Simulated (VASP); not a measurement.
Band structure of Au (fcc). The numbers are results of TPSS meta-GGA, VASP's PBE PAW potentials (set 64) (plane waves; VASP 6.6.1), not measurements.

Unless said otherwise, spin-orbit coupling is left out, though it shifts the bands of the heavy elements here.

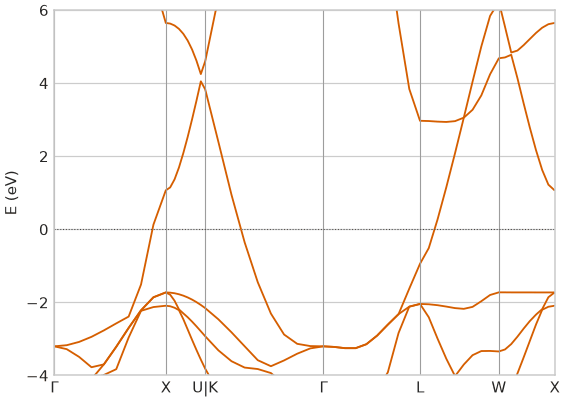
Figure: Bands along high-symmetry lines, zero at the valence-band maximum or, without a gap, the Fermi level

### Question
Read the plot: is there a gap, and where are the band edges?

### Answer
It has no gap at this level: it comes out as a metal or semimetal.

The compound is Au in the fcc structure. It was relaxed first.
